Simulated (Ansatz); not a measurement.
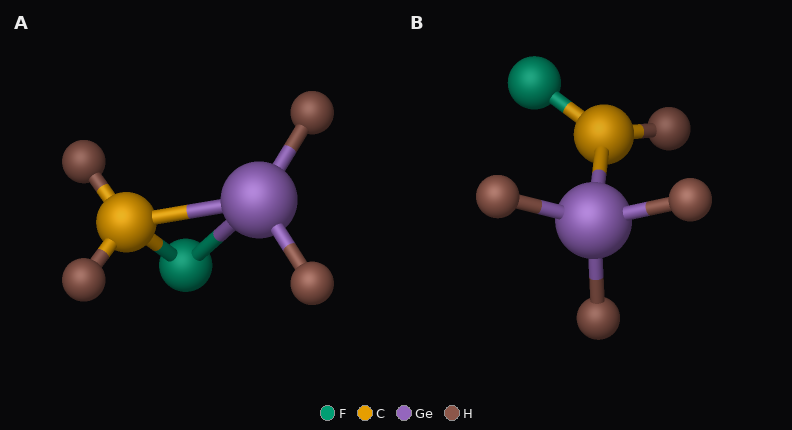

2 stationary structures of one formula. State: charge +1, singlet. Geometries: PBE-D4/def2-SVP. Electronic energies: PBE-D4/def2-SVP (Ansatz 0.2.0), without zero-point energy. No frequency run is at hand to confirm each as a minimum. Each is one conformer, not always the lowest.

Question: Which is lowest in energy, and by how much?

Answer: A is lowest (Cs); B lies 1.024 eV above it (C1).
